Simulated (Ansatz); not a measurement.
**SiHO (doublet): one geometry, many settings at a displaced geometry (v1)**

Aim: run SiHO (doublet) at one geometry under a spread of methods and options, and see what each costs and gives.

Program: Ansatz 0.2.0, Gaussian basis. Level of theory: the settings change from run to run. These are calculated values, not measurements.

30 further runs of the same task are left out: 9 for a known fault of the program, 6 that didn't finish, 15 set aside as unsound or not needed.

## (1) The geometry

The geometry is a PBE0/def2-TZVP stationary point (not a proven minimum) with its atoms shifted at random (size 0.040 Å).

3 atoms, charge 0, spin multiplicity 2.

Atoms are counted from 1 here; the program's logs count them from 0.

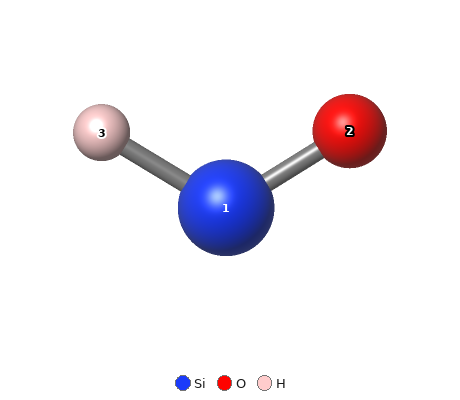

The structure; silicon blue, oxygen red, hydrogen pink; atoms are numbered from 1 in the order of the file.

## (2) MRCISD+Q(relaxed)(1,4)/6-31G

in.yaml

```yaml
crystal:
  periodic: [false, false, false]
  atoms:
    - {symbol: Si, position_ang: [-0.000758, -0.096827, 0.519925]}
    - {symbol: O, position_ang: [-0.001591, 0.096289, -0.999759]}
    - {symbol: H, position_ang: [0.046373, 1.169576, 1.382205]}
basis:
  gaussian: {orbitals: 6-31G}
magnetization: {spin_polarized: false, initial_magnetization: 1}
hamiltonian: {pseudopotentials: {relativity: none}}
correlation: {method: fic_mrcisd_q_relaxed, electrons: valence, active_space: {window: {electrons: 1, orbitals: 4}}}
accuracy: high
scf: {lower_state_search: off}
```

Started as:

```sh
> ansatz run in.yaml --threads 1 --pin off --events-out ev --progress --plain --max-ram 2393MiB
```

Log, shortened:

```text
Functional definition: HF
  name "HF"
  cite "Fock, Z. Phys. 61, 126 (1930) doi:10.1007/BF01340294"
  parent pbe
[...]
479 factors; integrals over basis functions are off by at most 3.5e-9 eV
[...]
mean field -9910.60558955 eV, -364.2080377661 hartree, gradient 2.9e-8 eV, S^2 0.750000; 0 other end points of the search recorded, 0 dependent functions left out
reference -9910.60558955 eV, -364.2080377661 hartree; 12, 11 occupied and 12, 13 virtual orbitals, 479 factors
state -9910.60558955 eV, -364.2080377661 hartree
contracted CI cycle   1: correlation 0.00000000 eV, 0.0000000000 hartree, residual 1.98e1 eV
contracted CI cycle   2: correlation -4.63565079 eV, -0.1703570243 hartree, residual 3.94e0 eV
contracted CI cycle   3: correlation -4.97145292 eV, -0.1826975249 hartree, residual 1.66e0 eV
contracted CI cycle   4: correlation -5.02288368 eV, -0.1845875706 hartree, residual 5.34e-1 eV
contracted CI cycle   5: correlation -5.03044922 eV, -0.1848655989 hartree, residual 2.05e-1 eV
contracted CI cycle   6: correlation -5.03149307 eV, -0.1849039599 hartree, residual 7.61e-2 eV
contracted CI cycle   7: correlation -5.03165362 eV, -0.1849098600 hartree, residual 3.16e-2 eV
contracted CI cycle   8: correlation -5.03168562 eV, -0.1849110358 hartree, residual 1.58e-2 eV
contracted CI cycle   9: correlation -5.03169256 eV, -0.1849112910 hartree, residual 6.44e-3 eV
contracted CI cycle  10: correlation -5.03169362 eV, -0.1849113300 hartree, residual 2.49e-3 eV
contracted CI cycle  11: correlation -5.03169378 eV, -0.1849113360 hartree, residual 8.41e-4 eV
contracted CI cycle  12: correlation -5.03169380 eV, -0.1849113367 hartree, residual 3.00e-4 eV
contracted CI cycle  13: correlation -5.03169381 eV, -0.1849113368 hartree, residual 1.17e-4 eV
contracted CI cycle  14: correlation -5.03169381 eV, -0.1849113368 hartree, residual 4.56e-5 eV
contracted CI cycle  15: correlation -5.03169381 eV, -0.1849113368 hartree, residual 1.99e-5 eV
contracted CI cycle  16: correlation -5.03169381 eV, -0.1849113368 hartree, residual 7.95e-6 eV
contracted CI cycle  17: correlation -5.03169381 eV, -0.1849113368 hartree, residual 3.17e-6 eV
contracted CI cycle  18: correlation -5.03169381 eV, -0.1849113368 hartree, residual 1.10e-6 eV
contracted CI cycle  19: correlation -5.03169381 eV, -0.1849113368 hartree, residual 3.42e-7 eV
state -9910.60558955 eV, -364.2080377661 hartree; corrected -9916.14366643 eV, -364.4115583377 hartree
WARN: 3 active orbitals are nearly empty or full. The corrections depend on them more than the energy does, and are more stable in an active space without them
Total energy: -9916.14366643 eV, -364.4115583377 hartree
Checks for a lower state left out: stability, starts, cluster_reference, orbital_swaps, neighbouring_geometries, increment
```

Run time: 0.58 s. Hardware: 1 thread of Intel Xeon 6975P-C, shared host.

From the report: 3 determinants; active occupations 1.00, 0.00, 0.00, 0.00. The report marks this result as in doubt.

## (3) HF/6-31++G**

in.yaml

```yaml
crystal:
  periodic: [false, false, false]
  atoms:
    - {symbol: Si, position_ang: [-0.000758, -0.096827, 0.519925]}
    - {symbol: O, position_ang: [-0.001591, 0.096289, -0.999759]}
    - {symbol: H, position_ang: [0.046373, 1.169576, 1.382205]}
basis:
  gaussian: {orbitals: "6-31++G**"}
magnetization: {spin_polarized: true, initial_magnetization: 1}
hamiltonian: {xc: hf}
output: {orbitals: {seedname: orbitals}}
```

The command is unchanged.

Log:

```text
Functional definition: HF
  name "HF"
  cite "Fock, Z. Phys. 61, 126 (1930) doi:10.1007/BF01340294"
  parent pbe
  exchange = exact_x
  correlation = 0
414 factors; integrals over basis functions are off by at most 8.1e-4 eV
mean field evaluation 1: about -9908.3770 eV, gradient 3.3e1 eV
mean field evaluation 2: about -9908.3980 eV, gradient 3.3e1 eV
mean field evaluation 4: about -9913.2595 eV, gradient 2.6e0 eV
mean field evaluation 8: about -9913.3521 eV, gradient 2.3e-1 eV
mean field evaluation 16: about -9904.1218 eV, gradient 2.6e1 eV
mean field evaluation 32: about -9913.0246 eV, gradient 1.9e0 eV
mean field evaluation 64: about -9913.2850 eV, gradient 5.0e-1 eV
mean field evaluation 96: about -9907.5807 eV, gradient 6.4e0 eV
mean field evaluation 128: about -9913.3522 eV, gradient 2.3e-1 eV
mean field -9913.35385493 eV, -364.3090346561 hartree, gradient 2.9e-5 eV, S^2 0.773206; 1 other end points of the search recorded, 0 dependent functions left out
reference -9913.35385493 eV, -364.3090346561 hartree; 12, 11 occupied and 36, 37 virtual orbitals, 414 factors
Total energy: -9913.35385493 eV, -364.3090346561 hartree
```

Wall time 0.42 s (1 thread of Intel Xeon 6975P-C, shared host).

From the report: ⟨S²⟩ of the determinant 0.773 (pure doublet: 0.75).

## (4) CASSCF(11,7)/def2-SVP

in.yaml

```yaml
crystal:
  periodic: [false, false, false]
  atoms:
    - {symbol: Si, position_ang: [-0.000758, -0.096827, 0.519925]}
    - {symbol: O, position_ang: [-0.001591, 0.096289, -0.999759]}
    - {symbol: H, position_ang: [0.046373, 1.169576, 1.382205]}
basis:
  gaussian: {orbitals: def2-SVP}
magnetization: {spin_polarized: false, initial_magnetization: 1}
correlation: {active_space: {window: {electrons: 11, orbitals: 7}, states: [{multiplicity: 2, weights: [1, 1, 1, 1]}], root: 2}}
output: {forces: true}
```

Launched as before.

Log, shortened:

```text
Functional definition: HF
  name "HF"
  cite "Fock, Z. Phys. 61, 126 (1930) doi:10.1007/BF01340294"
  parent pbe
[...]
577 factors; integrals over basis functions are off by at most 1.8e-7 eV
[...]
mean field -9909.18159300 eV, -364.1557068584 hartree, gradient 1.9e-6 eV, S^2 0.750000; 6 other end points of the search recorded, 0 dependent functions left out
reference -9909.18159300 eV, -364.1557068584 hartree; 12, 11 occupied and 25, 26 virtual orbitals, 577 factors
state -9909.95329045 eV, -364.1840662165 hartree
state -9907.82993758 eV, -364.1060344378 hartree
state -9907.67069061 eV, -364.1001822197 hartree
state -9907.44727912 eV, -364.0919719987 hartree
[...]
Total energy: -9907.67069061 eV, -364.1001822197 hartree
Atom 0 at    -0.000758    -0.096827     0.519925 Å, force    -0.043861    -2.473282     8.236387 eV/Å
Atom 1 at    -0.001591     0.096289    -0.999759 Å, force     0.032205     1.992891    -7.282536 eV/Å
Atom 2 at     0.046373     1.169576     1.382205 Å, force     0.011657     0.480390    -0.953851 eV/Å
Dipole moment:     0.000802     0.015735     0.055207 e Å
```

Run time: 0.75 s. Hardware: 1 thread of Intel Xeon 6975P-C, shared host.

From the report: 147 determinants; active occupations (of the averaged states) 2.00, 2.00, 1.98, 1.69, 1.66, 1.28, 0.40.

## (5) HF/cc-pVDZ

in.yaml

```yaml
crystal:
  periodic: [false, false, false]
  atoms:
    - {symbol: Si, position_ang: [-0.000758, -0.096827, 0.519925]}
    - {symbol: O, position_ang: [-0.001591, 0.096289, -0.999759]}
    - {symbol: H, position_ang: [0.046373, 1.169576, 1.382205]}
basis:
  gaussian: {orbitals: cc-pVDZ, point_charges: [{charge: -0.50, position_ang: [2.598, -0.746, 0.208]}]}
magnetization: {spin_polarized: true, initial_magnetization: 1}
hamiltonian: {xc: hf}
scf: {lower_state_search: light}
output: {orbitals: {seedname: orbitals}}
```

The command is unchanged.

Log:

```text
Functional definition: HF
  name "HF"
  cite "Fock, Z. Phys. 61, 126 (1930) doi:10.1007/BF01340294"
  parent pbe
  exchange = exact_x
  correlation = 0
357 factors; integrals over basis functions are off by at most 1.1e-3 eV
mean field evaluation 1: about -9909.2671 eV, gradient 3.2e1 eV
mean field evaluation 2: about -9909.2965 eV, gradient 3.2e1 eV
mean field evaluation 4: about -9913.8654 eV, gradient 2.3e0 eV
mean field evaluation 8: about -9913.9621 eV, gradient 2.2e-2 eV
mean field evaluation 16: about -9903.8901 eV, gradient 2.4e1 eV
mean field evaluation 32: about -9913.7571 eV, gradient 9.0e-1 eV
mean field evaluation 64: about -9909.3299 eV, gradient 1.2e1 eV
mean field evaluation 96: about -9913.4533 eV, gradient 2.1e0 eV
mean field -9913.96219098 eV, -364.3313905934 hartree, gradient 3.6e-5 eV, S^2 0.778938; 0 other end points of the search recorded, 0 dependent functions left out
reference -9913.96219098 eV, -364.3313905934 hartree; 12, 11 occupied and 25, 26 virtual orbitals, 357 factors
Total energy: -9913.96219098 eV, -364.3313905934 hartree
```

Wall time 0.27 s (1 thread of Intel Xeon 6975P-C, shared host).

From the report: ⟨S²⟩ of the determinant 0.779 (pure doublet: 0.75).

## (6) CASSCF(11,7)/cc-pVDZ

in.yaml

```yaml
crystal:
  periodic: [false, false, false]
  atoms:
    - {symbol: Si, position_ang: [-0.000758, -0.096827, 0.519925]}
    - {symbol: O, position_ang: [-0.001591, 0.096289, -0.999759]}
    - {symbol: H, position_ang: [0.046373, 1.169576, 1.382205]}
basis:
  gaussian: {orbitals: cc-pVDZ}
magnetization: {spin_polarized: false, initial_magnetization: 1}
correlation: {active_space: {window: {electrons: 11, orbitals: 7}, states: [{multiplicity: 2, weights: [0.5, 0.5]}, {multiplicity: 4, weights: [1]}]}}
accuracy: high
```

Same command.

Log:

```text
Functional definition: HF
  name "HF"
  cite "Fock, Z. Phys. 61, 126 (1930) doi:10.1007/BF01340294"
  parent pbe
  exchange = exact_x
  correlation = 0
727 factors; integrals over basis functions are off by at most 3.6e-9 eV
mean field evaluation 1: about -9908.7499 eV, gradient 4.4e1 eV
mean field evaluation 2: about -9908.7606 eV, gradient 4.4e1 eV
mean field evaluation 4: about -9913.2294 eV, gradient 5.1e0 eV
mean field evaluation 8: about -9913.3742 eV, gradient 5.5e-1 eV
mean field evaluation 16: about -9913.3806 eV, gradient 3.3e-7 eV
mean field evaluation 32: about -9911.3869 eV, gradient 1.7e-1 eV
mean field evaluation 64: about -9911.2831 eV, gradient 5.5e0 eV
mean field -9913.38057777 eV, -364.3100167023 hartree, gradient 1.7e-8 eV, S^2 0.750000; 6 other end points of the search recorded, 0 dependent functions left out
reference -9913.38057777 eV, -364.3100167023 hartree; 12, 11 occupied and 25, 26 virtual orbitals, 727 factors
state -9914.16035899 eV, -364.3386731336 hartree
state -9912.00051140 eV, -364.2593001987 hartree
state -9911.08959860 eV, -364.2258247706 hartree
Total energy: -9912.08501690 eV, -364.2624057184 hartree
```

Wall time 1.6 s (1 thread of Intel Xeon 6975P-C, shared host).

From the report: 147 determinants; active occupations (of the averaged states) 2.00, 2.00, 2.00, 1.90, 1.36, 1.03, 0.72.

## (7) BCCD(T) on ROHF/6-31++G**

in.yaml

```yaml
crystal:
  periodic: [false, false, false]
  atoms:
    - {symbol: Si, position_ang: [-0.000758, -0.096827, 0.519925]}
    - {symbol: O, position_ang: [-0.001591, 0.096289, -0.999759]}
    - {symbol: H, position_ang: [0.046373, 1.169576, 1.382205]}
basis:
  gaussian: {orbitals: "6-31++G**"}
magnetization: {spin_polarized: false, initial_magnetization: 1}
correlation: {method: bccd_t, electrons: outside_noble_gas}
```

Same command.

Log, shortened:

```text
Functional definition: HF
  name "HF"
  cite "Fock, Z. Phys. 61, 126 (1930) doi:10.1007/BF01340294"
  parent pbe
[...]
414 factors; integrals over basis functions are off by at most 8.1e-4 eV
[...]
mean field -9913.22324600 eV, -364.3042348663 hartree, gradient 2.5e-6 eV, S^2 0.750000; 7 other end points of the search recorded, 0 dependent functions left out
[...]
determinant -9913.22324600 eV, -364.3042348663 hartree, with singles and doubles -9920.92981710 eV, -364.5874461306 hartree
determinant -9911.21680026 eV, -364.2304993454 hartree, with singles and doubles -9917.79517173 eV, -364.4722500381 hartree
determinant -9910.00851174 eV, -364.1860955613 hartree, with singles and doubles -9918.13989169 eV, -364.4849182629 hartree
6 core orbitals not correlated: weight in the atoms' cores, before any rotation towards them, 1.000 or more for the frozen orbitals, at most 0.000 for the correlated occupied ones
reference -9913.22324600 eV, -364.3042348663 hartree; 6, 5 occupied and 36, 37 virtual orbitals, 414 factors
second order -7.45429616 eV of doubles, -0.05660259 eV of singles
cycle   1  -7.63876837 eV  change    6.8e-2 eV  update   3.9e-2
[...]
cycle  13  -7.66185279 eV  change   -2.6e-7 eV  update   8.6e-6
perturbative correction -0.35680935 eV, -0.0131125016 hartree
Total energy: -9921.24190814 eV, -364.5989152647 hartree
```

It took 2.7 s on 1 thread of Intel Xeon 6975P-C, shared host.

From the report: correlation -8.0187 eV; largest double amplitude 0.05.

## (8) NEVPT4(SD)(5,4)/6-31G*

Edit in.yaml of step 7 so:

```diff
@@ -7,4 +7,5 @@
 basis:
-  gaussian: {orbitals: "6-31++G**"}
+  gaussian: {orbitals: "6-31G*"}
 magnetization: {spin_polarized: false, initial_magnetization: 1}
-correlation: {method: bccd_t, electrons: outside_noble_gas}
+correlation: {method: fic_nevpt4_sd, electrons: valence, active_space: {window: {electrons: 5, orbitals: 4}}}
+accuracy: high
```

The command is unchanged.

Log, shortened:

```text
Functional definition: HF
  name "HF"
  cite "Fock, Z. Phys. 61, 126 (1930) doi:10.1007/BF01340294"
  parent pbe
[...]
652 factors; integrals over basis functions are off by at most 3.4e-9 eV
[...]
mean field -9912.98428159 eV, -364.2954530865 hartree, gradient 1.3e-8 eV, S^2 0.750000; 6 other end points of the search recorded, 0 dependent functions left out
reference -9912.98428159 eV, -364.2954530865 hartree; 12, 11 occupied and 24, 25 virtual orbitals, 652 factors
state -9914.04980578 eV, -364.3346103783 hartree
state -9914.04980578 eV, -364.3346103783 hartree; corrected -9920.62320927 eV, -364.5761785009 hartree
Total energy: -9920.62320927 eV, -364.5761785009 hartree
```

It took 0.93 s on 1 thread of Intel Xeon 6975P-C, shared host.

From the report: 12 determinants; active occupations 1.97, 1.91, 1.03, 0.09.

## (9) CISD/STO-3G

in.yaml

```yaml
crystal:
  periodic: [false, false, false]
  atoms:
    - {symbol: Si, position_ang: [-0.000758, -0.096827, 0.519925]}
    - {symbol: O, position_ang: [-0.001591, 0.096289, -0.999759]}
    - {symbol: H, position_ang: [0.046373, 1.169576, 1.382205]}
basis:
  gaussian: {orbitals: STO-3G}
magnetization: {spin_polarized: false, initial_magnetization: 1}
correlation: {active_space: {ras: {orbitals: [5, 1, 3], electrons: 11, max_holes: 2, max_particles: 2}, fixed_orbitals: true}}
scf: {lower_state_search: off}
```

Same command.

Log:

```text
Functional definition: HF
  name "HF"
  cite "Fock, Z. Phys. 61, 126 (1930) doi:10.1007/BF01340294"
  parent pbe
  exchange = exact_x
  correlation = 0
these checks for a lower state are left out or cut short: stability, starts, cluster_reference, orbital_swaps, neighbouring_geometries, increment
177 factors; integrals over basis functions are off by at most 2.7e-5 eV
mean field evaluation 1: about -9788.0824 eV, gradient 3.2e1 eV
mean field evaluation 2: about -9788.1030 eV, gradient 3.2e1 eV
mean field evaluation 4: about -9793.3867 eV, gradient 3.7e0 eV
mean field evaluation 8: about -9793.3368 eV, gradient 4.8e0 eV
mean field evaluation 16: about -9794.0726 eV, gradient 1.7e-4 eV
mean field -9794.07259549 eV, -359.9255292235 hartree, gradient 3.0e-6 eV, S^2 0.750000; 0 other end points of the search recorded, 0 dependent functions left out
reference -9794.07259549 eV, -359.9255292235 hartree; 12, 11 occupied and 3, 4 virtual orbitals, 177 factors
state -9796.93190872 eV, -360.0306070465 hartree
Total energy: -9796.93190872 eV, -360.0306070465 hartree
Checks for a lower state left out: stability, starts, cluster_reference, orbital_swaps, neighbouring_geometries, increment
```

Run time: 0.09 s. Hardware: 1 thread of Intel Xeon 6975P-C, shared host.

From the report: 346 determinants.

## (10) HF/aug-cc-pVDZ

in.yaml

```yaml
crystal:
  periodic: [false, false, false]
  atoms:
    - {symbol: Si, position_ang: [-0.000758, -0.096827, 0.519925]}
    - {symbol: O, position_ang: [-0.001591, 0.096289, -0.999759]}
    - {symbol: H, position_ang: [0.046373, 1.169576, 1.382205]}
basis:
  gaussian: {orbitals: aug-cc-pVDZ}
magnetization: {spin_polarized: false, initial_magnetization: 1}
hamiltonian: {xc: hf}
accuracy: high
output: {forces: true, orbitals: {seedname: orbitals}}
```

The command is unchanged.

Log, shortened:

```text
Functional definition: HF
  name "HF"
  cite "Fock, Z. Phys. 61, 126 (1930) doi:10.1007/BF01340294"
  parent pbe
[...]
1095 factors; integrals over basis functions are off by at most 3.9e-9 eV
[...]
mean field -9913.76491783 eV, -364.3241409391 hartree, gradient 1.2e-8 eV, S^2 0.750000; 0 other end points of the search recorded, 0 dependent functions left out
[...]
reference -9913.76491783 eV, -364.3241409391 hartree; 12, 11 occupied and 47, 48 virtual orbitals, 1095 factors
Total energy: -9913.76491783 eV, -364.3241409391 hartree
Atom 0 at    -0.000758    -0.096827     0.519925 Å, force     0.029412     0.930122    -0.438123 eV/Å
Atom 1 at    -0.001591     0.096289    -0.999759 Å, force    -0.010656    -0.375865     0.430051 eV/Å
Atom 2 at     0.046373     1.169576     1.382205 Å, force    -0.018755    -0.554257     0.008072 eV/Å
Dipole moment:     0.000830    -0.102495     0.886455 e Å
```

Wall time 0.99 s (1 thread of Intel Xeon 6975P-C, shared host).

## (11) All runs side by side

 † marks a result that the program doubts.

```csv
level,correlated,functions,energy (eV),time
"MRCISD+Q(relaxed)(1,4)/6-31G †",valence,24,-9916.1437,0.58 s
HF/6-31++G**,,48,-9913.3539,0.42 s
"CASSCF(11,7)/def2-SVP (excited root 2 of an average)",,37,-9907.6707,0.75 s
HF/cc-pVDZ (beside a point charge),,37,-9913.9622,0.27 s
"CASSCF(11,7)/cc-pVDZ (mean of several states)",,37,-9912.0850,1.6 s
BCCD(T) on ROHF/6-31++G**,outside noble gas,48,-9921.2419,2.7 s
"NEVPT4(SD)(5,4)/6-31G*",valence,36,-9920.6232,0.93 s
CISD/STO-3G,valence,15,-9796.9319,0.09 s
HF/aug-cc-pVDZ,,59,-9913.7649,0.99 s
```

## (12) Outcome

```
quantity                             value
    runs                                 9
quickest               CISD/STO-3G, 0.09 s
 slowest  BCCD(T) on ROHF/6-31++G**, 2.7 s
```

Total energies in different bases, with other cores or another treatment of relativity can't be set against each other. BCCD(T) on ROHF/6-31++G** took 30 times as long as CISD/STO-3G; the jobs differ in more than the method.
